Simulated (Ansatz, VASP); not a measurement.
# Cross-check of ZnO (zincite) between VASP and Ansatz, part 2 of 2

One calculation is typed for both programs; each brings its own data sets and cutoff. How far apart do they land?

VASP 6.6.1 and Ansatz 0.2.0.

So far: Starting point; VASP: band structure, HSE06.

**3. Ansatz: band structure, HSE06**

Level of this step: Ansatz beside VASP: Kohn-Sham DFT, plane waves, HSE06 (Ansatz).

Ansatz runs on its default PAW (the set named soft_2) files.

The same cell, functional, mesh and smearing now go to Ansatz, which takes its cutoff from its data sets.

Input file input.yaml:

```yaml
crystal:
  lattice:
    - [3.249308, 0.0, 0.0]
    - [-1.624654, 2.8139832727, 0.0]
    - [0.0, 0.0, 5.205709]
  atoms:
    - { symbol: Zn, position: [0.3333333333, 0.6666666667, 0.5] }
    - { symbol: Zn, position: [0.6666666667, 0.3333333333, 0.0] }
    - { symbol: O, position: [0.6666666667, 0.3333333333, 0.37901] }
    - { symbol: O, position: [0.3333333333, 0.6666666667, 0.87901] }
hamiltonian:
  xc: { exchange: pbe, correlation: pbe, exx: { coeff: 0.25, omega: 0.2 } }
  pseudopotentials: { kind: paw }
kpoints:
  mp_grid: { grid: [5, 5, 3] }
  band_path:
    path:
      - [0.0, 0.0, 0.0]
      - [0.4, 0.0, 0.0]
      - [0.4, 0.2, 0.0]
      - [0.2, 0.2, 0.0]
      - [0.0, 0.0, 0.1]
      - [0.0, 0.0, 0.5]
      - [0.4, 0.0, 0.5]
      - [0.4, 0.2, 0.5]
      - [0.2, 0.2, 0.5]
      - [0.5, 0.0, 0.4]
      - [0.33333, 0.33333, 0.0]
      - [0.33333, 0.33333, 0.5]
    npoints: 1
scf:
  occupations: { method: gaussian, width: 0.02 }
  n_extra_bands: 8
output:
  forces: true
  stress: true
  eigenvalues: true
```

On the command line:

```sh
$ ansatz run input.yaml --threads 4 --pin off --max-ram 9216MiB --backend cpu --events-out ev --progress --plain --runs-dir out
```

Numbers of over 12 decimals in the logs are rounded to 6 here.

Log:

```text
Warning: output.stress: scf.convergence.dr2_threshold = 1e-7 eV (the SCF's general default) is looser than the 4e-10 eV advised for a printed stress (1e-10 eV for each atom of the cell: 4). What an SCF threshold leaves in a stress goes as its square root, and in the free energy as the threshold itself, and one threshold admits the most on a small cell: [figures from the program's tests cut] Set scf.convergence.dr2_threshold to 4e-10 eV or tighter. The threshold is an SCF's pass mark: one that does not reach it within its budget of iterations ends unconverged, or closes short of it on a stop that the run arms, and scf.convergence.dr2_threshold's page says what that costs each kind of run
Warning: output.stress: scf.exx.energy_threshold = 1e-6 eV is looser than the 4e-8 eV advised for a stress under a hybrid functional (1e-8 eV for each atom of the cell: 4). Every SCF of the exchange loop can meet its threshold on dr2 while the loop round them stops early: no threshold on dr2 bounds what that leaves in the stress. Set scf.exx.energy_threshold to 4e-8 eV or tighter. The threshold is the loop's pass mark: a loop that does not reach it within its budget of cycles ends unconverged, and scf.exx.energy_threshold's page has the law
scf.n_extra_bands = 8 over 18 filled bands (N_el = 36.0): the run solves 26 bands
Engine: ansatz 0.2.0, x86_64-unknown-linux-gnu
Pseudopotentials: kind: paw
Pseudopotential: Zn, paw, valence charge 12, recommended cutoff 420 eV (normal), Zn.paw.azcp
Pseudopotential: O, paw, valence charge 6, recommended cutoff 420 eV (normal), O.paw.azcp
Functional definition: unnamed
  parameter a_1 = 0.25
  parameter omega_1 = 0.2/angstrom
  exchange = pbe_x + (-a_1)*pbe_x_sr(omega_1) + a_1*exact_x_sr(omega_1)
  correlation = pbe_c
Crystal: 4 atoms, lattice volume = 47.598 Å³
Basis set: ecut = 420 eV, 941 PW (Γ), exchange–correlation on 48×48×72 points (8 copies of the dense FFT grid, shifted against one another)
Bands: 26, of which v1, the nominal top of the filled ones, is band 18 counted from 1 (17 counted from 0)
Symmetry: 12 space group operations
Space group: P63mc (ITA 186), of the structure as read, at distance tolerance 3.6e-5 Å
k-points: 10 of 75 (time reversal used)
Non-local potential: Zn, projectors of the file, l = 0: 2, l = 1: 2, l = 2: 3, l = 3: 1
Non-local potential: O, projectors of the file, l = 0: 2, l = 1: 2, l = 2: 1
PAW form: soft (Blöchl's): semilocal exchange-correlation on the pseudo side does not see the compensation charge
PAW frozen core: Zn, regenerated for the run's functional, and the local potential with it (the file was generated under x = pbe(κ = 0.804, μ = 0.219515), c = pbe(β = 0.066725))
PAW frozen core: O, regenerated for the run's functional, and the local potential with it (the file was generated under x = pbe(κ = 0.804, μ = 0.219515), c = pbe(β = 0.066725))
PAW one-centre angular grid: Zn, 590 points (default); XC on 64 Gauss nodes
PAW one-centre angular grid: O, 110 points (default); XC on 96 Gauss nodes
Initial density: superposition of atomic densities (neutral atoms: chi_scale 0, normalization atom), corrected by the library's trained network
Initial wavefunctions: pseudopotential atomic-orbital guess
Functional: x = pbe(κ = 0.804, μ = 0.219515), c = pbe(β = 0.066725), warm-up for x = pbe(κ = 0.804, μ = 0.219515) + 0.25 (exact − pbe) at short range (hse, ω = 0.2 Å⁻¹), c = pbe(β = 0.066725)
SCF iter   1: F=—  HF=-7773.671058 eV  |F-HF|=—  |Δ(HF+E_count)|=         —  Δρ=2.35e-3  dr2=1.39e-3  ethr=1.77e-3  ⟨swp⟩=9.9  Hψ=1303  notcnv=0
preconditioner: auto → none  [insulator: Δε(μ)=0.825 eV  Ē_g=15.354 eV  σ=0.020 eV  W_gap=1.00  n_scr=22 (ndim 8)  ℏωp=32.3 eV  f_vac=0.035  D(μ)=0.00/eV (n_scr^D=0)]
SCF iter   2: F=—  HF=-7773.670880 eV  |F-HF|=—  |Δ(HF+E_count)|=   1.78e-4  Δρ=1.39e-3  dr2=5.36e-4  ethr=3.87e-6  ⟨swp⟩=4.6  Hψ=912  notcnv=0  defer=1
iter 3 solved again at ethr=2.90e-8 eV; its pass at ethr=1.49e-6 eV (dr2=1.04e-5 eV) is discarded
SCF iter   3: F=-7773.670697 eV  HF=-7773.670630 eV  |F-HF|=6.61e-5  |Δ(HF+E_count)|=   2.49e-4  Δρ=2.74e-4  dr2=1.06e-5  ethr=2.90e-8  ⟨swp⟩=2.1  Hψ=1103  notcnv=0
SCF 1 stopped early in 3 iterations: F = -7773.670697 eV  dr2 = 1.06e-5
  greatest PAW one-centre occupation: 0.987 electrons in one spin orbital (limit 2), on the Zn atom at site 1 (counted from 0), in its partial waves of l = 2
Initial density: handed on by an earlier stage of this run
Initial wavefunctions: those handed on with the density
Functional: x = pbe(κ = 0.804, μ = 0.219515) + 0.25 (exact − pbe) at short range (hse, ω = 0.2 Å⁻¹), c = pbe(β = 0.066725)
Exchange kernel: α = 0.2500, screened, ω = 0.2000 Å⁻¹, Wigner–Seitz truncation, v(0) = 1110.1596 eV·Å³, q-mesh 5×5×3, nearest image of the exchange supercell L = 15.62 Å, pair-density grid 18×18×30, without the augmentation charges, whose exchange is taken in its separable form by FFT convolution over the k-point mesh (sized by the pseudopotential files, 20×20×36 at the most), smooth part of the exact exchange by density-matrix convolution
Frozen-core exchange: fock
SCF iter   1: F=—  HF=-7773.460790 eV  |F-HF|=—  |Δ(HF+E_count)|=         —  Δρ=2.66e-2  dr2=1.83e-1  ethr=2.94e-7  ⟨swp⟩=6.4  Hψ=1351  notcnv=0
preconditioner: auto → none  [insulator: Δε(μ)=2.623 eV  Ē_g=18.460 eV  σ=0.020 eV  W_gap=1.00  n_scr=22 (ndim 8)  ℏωp=32.3 eV  f_vac=0.035  D(μ)=0.00/eV (n_scr^D=0)]
SCF iter   2: F=—  HF=-7773.403442 eV  |F-HF|=—  |Δ(HF+E_count)|=   5.73e-2  Δρ=4.53e-3  dr2=7.36e-3  ethr=2.94e-7  ⟨swp⟩=5.0  Hψ=1115  notcnv=0
SCF iter   3: F=—  HF=-7773.418430 eV  |F-HF|=—  |Δ(HF+E_count)|=   1.50e-2  Δρ=5.83e-3  dr2=8.08e-3  ethr=2.94e-7  ⟨swp⟩=5.0  Hψ=998  notcnv=0
SCF iter   4: F=—  HF=-7773.417201 eV  |F-HF|=—  |Δ(HF+E_count)|=   1.23e-3  Δρ=2.22e-3  dr2=1.04e-3  ethr=2.94e-7  ⟨swp⟩=4.0  Hψ=791  notcnv=0
SCF iter   5: F=—  HF=-7773.418457 eV  |F-HF|=—  |Δ(HF+E_count)|=   1.26e-3  Δρ=1.13e-3  dr2=3.91e-4  ethr=2.94e-7  ⟨swp⟩=4.0  Hψ=815  notcnv=0
SCF iter   6: F=—  HF=-7773.418337 eV  |F-HF|=—  |Δ(HF+E_count)|=   1.20e-4  Δρ=5.17e-4  dr2=1.24e-4  ethr=2.94e-7  ⟨swp⟩=4.0  Hψ=689  notcnv=0
SCF iter   7: F=-7773.418301 eV  HF=-7773.418303 eV  |F-HF|=1.82e-6  |Δ(HF+E_count)|=   3.44e-5  Δρ=4.23e-5  dr2=1.62e-6  ethr=2.94e-7  ⟨swp⟩=3.0  Hψ=492  notcnv=0
SCF 2 stopped early in 7 iterations: F = -7773.418301 eV  dr2 = 1.62e-6
  Residual-converged pass: ⟨swp⟩=3.8  Hψ=787  notcnv=0  max |occ|·‖R‖ = 6.2e-6 eV (tolerance 6.7e-6 eV)  dr2=1.53e-6  dr2_onsite=5.15e-8  max |Δocc| = 0.0e0
  greatest PAW one-centre occupation: 0.989 electrons in one spin orbital (limit 2), on the Zn atom at site 1 (counted from 0), in its partial waves of l = 2
hybrid outer 1: dexx = +2.395e-2 eV, tail = 9.29e-5 eV
Exchange kernel: α = 0.2500, screened, ω = 0.2000 Å⁻¹, Wigner–Seitz truncation, v(0) = 1110.1596 eV·Å³, q-mesh 5×5×3, nearest image of the exchange supercell L = 15.62 Å, pair-density grid 18×18×30, without the augmentation charges, whose exchange is taken in its separable form by FFT convolution over the k-point mesh (sized by the pseudopotential files, 20×20×36 at the most), smooth part of the exact exchange by density-matrix convolution
Frozen-core exchange: fock
SCF iter   1: F=—  HF=-7773.417048 eV  |F-HF|=—  |Δ(HF+E_count)|=         —  Δρ=1.39e-4  dr2=7.03e-6  ethr=1.29e-6  ⟨swp⟩=3.2  Hψ=585  notcnv=0
preconditioner: auto → none  [insulator: Δε(μ)=2.548 eV  Ē_g=18.201 eV  σ=0.020 eV  W_gap=1.00  n_scr=22 (ndim 8)  ℏωp=32.3 eV  f_vac=0.050  D(μ)=0.00/eV (n_scr^D=0)]
SCF iter   2: F=—  HF=-7773.417049 eV  |F-HF|=—  |Δ(HF+E_count)|=   9.42e-7  Δρ=1.85e-5  dr2=3.31e-7  ethr=1.42e-8  ⟨swp⟩=4.0  Hψ=697  notcnv=0
SCF iter   3: F=—  HF=-7773.417050 eV  |F-HF|=—  |Δ(HF+E_count)|=   1.45e-6  Δρ=1.89e-5  dr2=1.11e-7  ethr=2.16e-10  ⟨swp⟩=4.0  Hψ=898  notcnv=0
SCF iter   4: F=—  HF=-7773.417050 eV  |F-HF|=—  |Δ(HF+E_count)|=   2.83e-8  Δρ=2.18e-6  dr2=5.34e-9  ethr=2.16e-10  ⟨swp⟩=3.0  Hψ=548  notcnv=0
SCF iter   5: F=-7773.417050 eV  HF=-7773.417050 eV  |F-HF|=3.88e-9  |Δ(HF+E_count)|=   2.61e-8  Δρ=3.58e-6  dr2=4.09e-9  ethr=3.13e-12  ⟨swp⟩=4.0  Hψ=778  notcnv=0
SCF 3 converged in 5 iterations: F = -7773.417050 eV  dr2 = 4.09e-9
  Residual-converged pass: ⟨swp⟩=2.3  Hψ=443  notcnv=0  max |occ|·‖R‖ = 6.2e-7 eV (tolerance 6.3e-7 eV)  dr2=4.09e-9  dr2_onsite=1.04e-9  max |Δocc| = 0.0e0
hybrid outer 2: dexx = +1.393e-6 eV, tail = 3.81e-8 eV, Δε = 5.09e-3 eV (about 1.31e-4 eV left of the loop's levels), ΔF = 6.58e-4 eV/Å (tail 2.71e-4)
NSCF: frozen V_eff on 12 k-points
hybrid SCF converged: 2 outer / 12 inner (+3 warm-up), last move |dexx| = 1.39e-6 eV, tail = 3.81e-8 eV
Stability not checked: this state was not tested for a lower state beside it, because the functional holds exact exchange (a hybrid, or Hartree-Fock), whose exchange loop this test does not read (fock_operator; see scf.lower_state_search)
Free energy (F): -7773.417050 eV
Frozen-core exchange: fock
Harris-Foulkes:  -7773.417050 eV  (|F-HF|=3.88e-9)
Internal energy: -7773.417050 eV  (E = F + TS)
E sigma→0 (E₀):  -7773.417050 eV
Fermi energy:    7.195312 eV
--- Per-component energies (eV) ---
  E_band       = -8.736819
  E_kinetic    = 613.182236
  E_local      = -4024.419642  (includes V_loc(G=0)·N_el)
  E_nonlocal   = 1341.678076
  E_hartree    = 1664.954697
  E_xc         = -333.569824
  E_vxc        = -230.372379  (∫ρ·V_xc dr)
  E_exx        = -123.285628  (= α·E_x^exact, valence–valence)
  E_paw        = -3950.597903  (= ΣΔE_a)
  E_vpaw       = -792.150995  (= ΣTr[D̂ρ^β])
  E_aug_tail   = 0.004209  (compensation charges beyond the density's cutoff)
  E_ewald      = -2962.594745
  E_core_change = 1.231476  (= ΣΔE_core)
  E_smearing   = -0.000000  (= −TS)
  E_closure    = -0.000000  (closes the sum)
  Σ components = -7773.417050   (vs F -7773.417050, Δ=-9.09e-13)
--- Forces (eV/Å), atoms counted from 1 ---
  atom   1  Zn    -0.00000000    -0.00000000    -0.07845960
  atom   2  Zn    -0.00000000     0.00000000    -0.07845960
  atom   3  O      0.00000000    -0.00000000     0.07845044
  atom   4  O     -0.00000000     0.00000000     0.07845044
  max |Σ_I F_I| component: 1.83e-5 eV/Å
--- Stress (GPa, compression-positive) ---
        0.063874       0.000000       0.000000
        0.000000       0.063874      -0.000000
       -0.000000      -0.000000       1.381259
  P = ⅓ Tr σ = 0.5030 GPa (5.030 kbar)
--- Band table (eV; the first three rows and the last of 10) ---
  k-point 0: bands = [... 14 lower, 5.0586, 5.8629, 5.9211, 5.9211, 8.4694, 13.1883, 16.3085, 20.9718, ... 4 higher]
  k-point 1: bands = [... 14 lower, 5.2780, 5.2780, 5.7093, 5.7093, 10.0801, 12.2277, 17.1497, 19.6519, ... 4 higher]
  k-point 2: bands = [... 14 lower, 4.5072, 4.5438, 5.5655, 5.6412, 10.3190, 14.6305, 16.1648, 18.3003, ... 4 higher]
  k-point 9: bands = [... 14 lower, 2.9621, 3.9150, 4.2003, 4.6872, 14.4180, 15.0412, 16.1865, 17.0017, ... 4 higher]
```

The job ended after 35 s (4 threads of Intel Xeon Platinum 8259CL at 2.50GHz (Skylake/Cascade Lake), shared host; peak memory 0.87 GiB).

**4. Comparison**

Known differences besides the PAW data sets themselves: exact exchange at q = 0 is treated differently, which shows on coarse meshes; VASP keeps PBE cores, Ansatz makes them for the functional; the cutoff is 420 eV in Ansatz and 520 eV in VASP; VASP takes a coarser grid for exact exchange (PRECFOCK = Fast). Total energies have different zeros and are not compared.

The two programs side by side:

```
                     quantity  Ansatz   VASP  difference
gap over the path points (eV)   2.548  2.503      +0.045
```

Forces (eV/Å; atoms numbered as in POSCAR):

```
atom        Ansatz x, y, z          VASP x, y, z
 Zn1  0.000, 0.000, -0.078  0.000, 0.000, -0.082
 Zn2  0.000, 0.000, -0.078  0.000, 0.000, -0.082
  O3   0.000, 0.000, 0.078   0.000, 0.000, 0.082
  O4   0.000, 0.000, 0.078   0.000, 0.000, 0.082
```

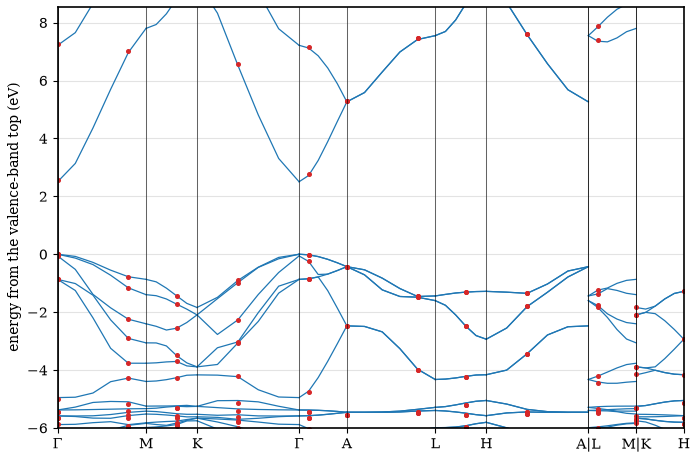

Bands from VASP (lines) and levels from Ansatz (dots). Dots without a line are higher empty bands that the VASP plot leaves out.

Levels at points of the path, from each program's valence-band top (eV; 4 filled, then empty):

```
k (reciprocal lattice)                                   Ansatz                                     VASP
     0.000 0.000 0.000    -0.86 -0.06 0.00 0.00 2.55 7.27 10.39    -0.87 -0.06 0.00 0.00 2.50 7.22 10.36
     0.400 0.000 0.000   -2.91 -2.23 -1.16 -0.77 7.00 9.41 9.59   -2.91 -2.24 -1.16 -0.78 6.97 9.37 9.55
     0.400 0.200 0.000   -3.47 -2.55 -1.71 -1.43 8.86 9.47 9.57   -3.50 -2.56 -1.72 -1.44 8.82 9.44 9.54
     0.200 0.200 0.000  -3.04 -2.25 -0.98 -0.90 6.57 9.71 10.67  -3.03 -2.27 -0.98 -0.91 6.53 9.68 10.63
     0.000 0.000 0.100  -0.84 -0.25 -0.02 -0.02 2.76 7.17 10.46  -0.85 -0.25 -0.02 -0.02 2.72 7.12 10.44
     0.000 0.000 0.500  -0.43 -0.43 -0.43 -0.43 5.30 5.30 12.28  -0.43 -0.43 -0.43 -0.43 5.26 5.26 12.24
     0.400 0.000 0.500  -1.48 -1.48 -1.45 -1.45 7.46 7.46 10.87  -1.48 -1.48 -1.46 -1.46 7.42 7.42 10.83
     0.400 0.200 0.500  -2.48 -2.48 -1.30 -1.30 8.69 8.69 10.74  -2.49 -2.49 -1.31 -1.31 8.65 8.65 10.71
     0.200 0.200 0.500  -1.80 -1.80 -1.34 -1.34 7.62 7.62 11.24  -1.81 -1.81 -1.35 -1.35 7.59 7.59 11.20
     0.500 0.000 0.400  -1.83 -1.76 -1.36 -1.23 7.40 7.90 10.52  -1.84 -1.77 -1.37 -1.24 7.36 7.86 10.49
```

The forces differ by 2.3 meV/Å r.m.s., which is 4.8 % of the r.m.s. force of 0.05 eV/Å (both taken over all components). Among the levels compared (up to four filled and three empty ones at each point), filled levels agree within 26 meV and empty ones within 51 meV.

**5. Results**

* difference in gap over the path points (band structure, HSE06): 0.045 eV

In words: The difference in gap over the path points is 0.045 eV (band structure, HSE06), within the 0.08 eV picked in this series as the mark of a large difference. How closely two codes agree says nothing of how well the functional describes the real material.

[Lines on the potential files, build, host, timing and source positions are cut from VASP's logs without a mark.]

[Logs are printed without paths, hosts, clocks, repeated set-up lines and the standing remarks that a program may print on its own settings, such as how far it seeks lower states.]

[Hosts, paths, dates, database ids (printed as entryN), source tags and the programs' standing remarks are cut or masked in the printed files.]
